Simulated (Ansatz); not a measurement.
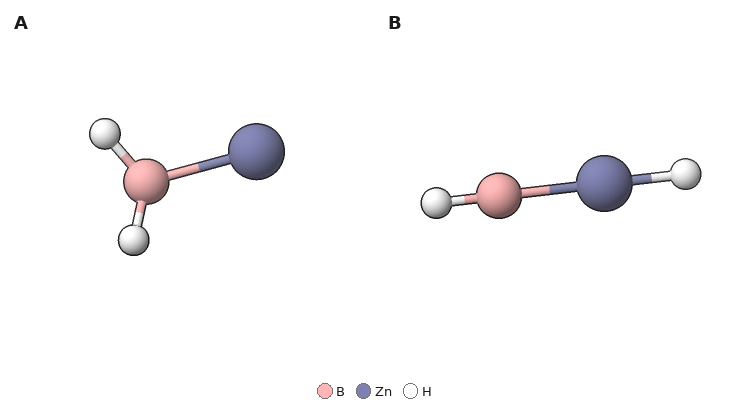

2 stationary structures of one formula. Charge 0, doublet. Geometries: PBE0-D4/def2-TZVP. Electronic energies: UHF-CCSD(T) (frozen core) with 3s3p of Cu, Zn/def2-TZVPP (Ansatz 0.2.0), without zero-point energy. No frequency run is at hand to confirm each as a minimum.

Which is lowest in energy, and by how much?

A is lowest (Cs); B lies 0.832 eV above it (C∞v).
